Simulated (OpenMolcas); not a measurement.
# CH6FNSn (SMILES [CH3][SnH]([NH2])[F]): levels of theory compared

Aim: a comparison of 6 runs (HF/STO-3G, HF/def2-SVP, BHLYP/def2-SVP, BLYP/def2-SVP, SVWN5/def2-SVP, CCSD(T)/def2-SVP) of CH6FNSn. 

Program for the calculation: OpenMolcas 26.06.

### 1 The molecule

CH6FNSn has 10 atoms, charge 0, and is taken as a singlet. As SMILES, `[CH3][SnH]([NH2])[F]`. The Sn2–H8 distance was set to 3.068 Å, away from the relaxed value. At this shape a bond of the SMILES string is far longer than usual.

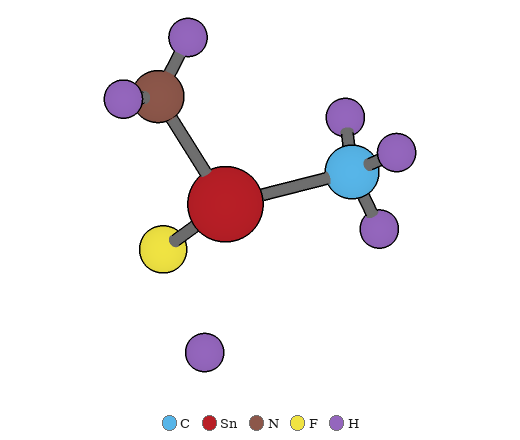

Viewed from a chosen angle; carbon blue, tin red, nitrogen brown, fluorine yellow, hydrogen purple.

### 2 A single-point energy at HF/STO-3G (run 1)

The input, job.inp:

```
* CH6FNSn Hartree-Fock
>>> EXPORT MOLCAS_PRINT=2

&gateway
 baslib=$CurrDir
 coord
 10
 angstrom
 C       -1.364011       1.111062       1.623564
 Sn      -0.353311      -0.499938       0.685164
 N        1.181489      -1.161038       1.783764
 F       -1.649311      -1.931238       0.724564
 H       -1.532211       0.859562       2.670864
 H       -0.773111       2.024862       1.560764
 H       -2.326011       1.266662       1.136664
 H        0.413300      -0.329300      -2.280300
 H        1.378989      -0.686538       2.651164
 H        2.040889      -1.387838       1.308264
 basis=STO-3G
 group=NoSym

&seward

&scf
 thresholds=1e-10 1e-07 1e-07 1e-05
 prorbitals=1
```

The basis set STO-3G is read from a file made from the Basis Set Exchange's data (not shown).

Started as:

```sh
$ export MOLCAS_MEM=1860
$ pymolcas job.inp > job.log
```

Log:

```text
--- Start Module: gateway ---
[...]
--- Stop Module: gateway /rc=_RC_ALL_IS_WELL_ ---
--- Start Module: seward ---
[...]
      Basis functions           48
--- Stop Module: seward /rc=_RC_ALL_IS_WELL_ ---
[...]
--- Start Module: scf ---
[...]
       Convergence after  14 Iterations
[...]
::    Total SCF energy                              -6155.7626841826
[...]
      Total spin, S                                     0.0000000000
[...]
      Total electronic charge=   78.000000
      Total            charge=   -0.000000
[...]
      Dipole Moment (debye):
      Origin of the operator (angstrom)=   -0.4348   -0.5721    0.8627
                   X=  1.0395E+00               Y=  2.1100E+00               Z=  1.0707E+00           Total=  2.5845E+00
      Quadrupole Moment (debye*angstrom):
[...]
--- Stop Module: scf /rc=_RC_ALL_IS_WELL_ ---
[...]
```

It took 3.3 s on 1 thread of Intel Xeon Platinum 8259CL at 2.50GHz (Skylake/Cascade Lake), shared host; peak memory 0.38 GiB.

### 3 The energy at HF/def2-SVP (core potential) (run 2)

The input, mol.inp:

```
&GATEWAY
BasLib
$CurrDir
BasisSet
C.def2-SVP....
C1 -1.364011 1.111062 1.623564 angstrom
End of Basis
BasisSet
Sn.def2-SVP....
Sn2 -0.353311 -0.499938 0.685164 angstrom
End of Basis
BasisSet
N.def2-SVP....
N3 1.181489 -1.161038 1.783764 angstrom
End of Basis
BasisSet
F.def2-SVP....
F4 -1.649311 -1.931238 0.724564 angstrom
End of Basis
BasisSet
H.def2-SVP....
H5 -1.532211 0.859562 2.670864 angstrom
H6 -0.773111 2.024862 1.560764 angstrom
H7 -2.326011 1.266662 1.136664 angstrom
H8 0.413300 -0.329300 -2.280300 angstrom
H9 1.378989 -0.686538 2.651164 angstrom
H10 2.040889 -1.387838 1.308264 angstrom
End of Basis
&SEWARD
&SCF
Thresholds
1e-10 1e-07 1e-07 1e-05
PrOrbitals
1 2
```

The basis set def2-SVP is read from a file made from the Basis Set Exchange's data (not shown).

Started as:

```sh
$ export MOLCAS_MEM=1860
$ pymolcas mol.inp > mol.log
```

Log:

```text
--- Start Module: gateway ---
[...]
--- Stop Module: gateway /rc=_RC_ALL_IS_WELL_ ---
--- Start Module: seward ---
[...]
      Basis functions           98
--- Stop Module: seward /rc=_RC_ALL_IS_WELL_ ---
[...]
--- Start Module: scf ---
[...]
       Convergence after  15 Iterations
[...]
::    Total SCF energy                               -408.3237832467
[...]
      Total spin, S                                     0.0000000000
[...]
      Total electronic charge=   50.000000
      Total            charge=   -0.000000
[...]
      Dipole Moment (debye):
      Origin of the operator (angstrom)=   -0.4348   -0.5721    0.8627
                   X=  1.6123E+00               Y=  3.6956E+00               Z=  3.3568E+00           Total=  5.2464E+00
      Quadrupole Moment (debye*angstrom):
[...]
--- Stop Module: scf /rc=_RC_ALL_IS_WELL_ ---
[...]
```

Wall time 14 s (1 thread of Intel Xeon Platinum 8259CL at 2.50GHz (Skylake/Cascade Lake), shared host); peak memory 0.54 GiB.

Runs 3 to 5 aren't shown in full; the table further down has their settings and results.

### 4 The energy at CCSD(T)/def2-SVP (Cholesky decomposition, core potential) (run 6)

The input, input.xyz:

```xyz
10

C     -1.364011     1.111062     1.623564
Sn    -0.353311    -0.499938     0.685164
N      1.181489    -1.161038     1.783764
F     -1.649311    -1.931238     0.724564
H     -1.532211     0.859562     2.670864
H     -0.773111     2.024862     1.560764
H     -2.326011     1.266662     1.136664
H      0.413300    -0.329300    -2.280300
H      1.378989    -0.686538     2.651164
H      2.040889    -1.387838     1.308264
```

The input, mol.inp:

```
&GATEWAY
BASLIB=$CurrDir
COORD=input.xyz
BASIS=def2-SVP
GROUP=NoSym
&SEWARD
HIGH
&SCF
THRESHOLDS=1e-10 1e-07 1e-07 1e-05
PRORBITALS=1 1
&CHCC
FROZEN=7
THRESHOLD=1e-08
MAXITERATIONS=80
&CHT3
FROZEN=7
```

The basis set def2-SVP is read from a file made from the Basis Set Exchange's data (not shown).

Started as:

```sh
$ export MOLCAS_MEM=1860
$ pymolcas mol.inp > mol.log
```

Log:

```text
--- Start Module: gateway ---
[...]
--- Stop Module: gateway /rc=_RC_ALL_IS_WELL_ ---
[...]
      Basis functions           98
[...]
       Convergence after  15 Iterations
[...]
::    Total SCF energy                               -408.3237831612
[...]
      Total spin, S                                     0.0000000000
[...]
      Total electronic charge=   50.000000
      Total            charge=   -0.000000
[...]
      Dipole Moment (debye):
      Origin of the operator (angstrom)=   -0.4348   -0.5721    0.8627
                   X=  1.6123E+00               Y=  3.6956E+00               Z=  3.3568E+00           Total=  5.2464E+00
      Quadrupole Moment (debye*angstrom):
[...]
--- Start Module: chcc ---
[...]
--- Stop Module: chcc /rc=_RC_ALL_IS_WELL_ ---
[...]
--- Start Module: cht3 ---
[...]
--- Stop Module: cht3 /rc=_RC_ALL_IS_WELL_ ---
[...]
```

It took 15 min on 1 thread of Intel Xeon Platinum 8259CL at 2.50GHz (Skylake/Cascade Lake), shared host; peak memory 0.21 GiB.

### 5 The series

| run | level | integration grid | integral approximation | energy (Eh) | dipole moment (D) of the reference | HOMO energy (eV) | LUMO energy (eV) | wall time |
| --- | --- | --- | --- | --- | --- | --- | --- | --- |
| 1 | HF/STO-3G | – | none | -6155.762684 | 2.58 | -5.10 | 3.09 | 3.3 s |
| 2 | HF/def2-SVP (core potential) | – | none | -408.323783 | 5.25 | -8.70 | -0.43 | 14 s |
| 3 | BHLYP/def2-SVP (core potential) | UltraFine | none | -410.178034 | 4.82 | -7.52 | -2.62 | 40 s |
| 4 | BLYP/def2-SVP (core potential) | UltraFine | none | -410.257999 | 4.45 | -5.56 | -3.80 | 58 s |
| 5 | SVWN5/def2-SVP (core potential) | UltraFine | none | -408.550604 | 4.38 | -5.81 | -4.01 | 39 s |
| 6 | CCSD(T)/def2-SVP (Cholesky decomposition, core potential) | – | CD high | -409.036217 | 5.25 | -8.70 | -0.43 | 15 min |

### 6 What came out

| quantity | value |
| --- | --- |
| run 6: total energy | -409.03622 Eh |
| run 6: dipole moment (mean-field density) | 5.25 D |
| run 6: HOMO energy (Hartree–Fock orbitals) | -8.70 eV |
| run 6: LUMO energy (Hartree–Fock orbitals) | -0.43 eV |
| run 6: HOMO–LUMO gap (Hartree–Fock orbitals) | 8.27 eV |
| run 6: correlation energy (7 core orbitals frozen) | -712.4 mEh |
| run 6: (T) correction | -22.27 mEh |

Over runs 1, 2, 3, 4, 5 the dipole moment (its size) runs from 2.58 D (HF/STO-3G) to 5.25 D (HF/def2-SVP). The two ends differ in basis and core potential. Over runs 1, 2, 3, 4, 5 the HOMO–LUMO gap runs from 1.76 eV (BLYP/def2-SVP) to 8.27 eV (HF/def2-SVP). Exact exchange widens orbital gaps. Totals of different functionals can't be ranked against each other. Some runs of one species differ in core potentials or relativity; totals across that change don't compare. In run 1 the basis is minimal, so the values are rough. In runs 1, 2, 3, 4, 5, 6 a closed-shell determinant meets a far-stretched bond, which it describes badly. In run 1 relativity is left out where basis or elements ask for it. All runs together took 18 min, the longest 15 min.
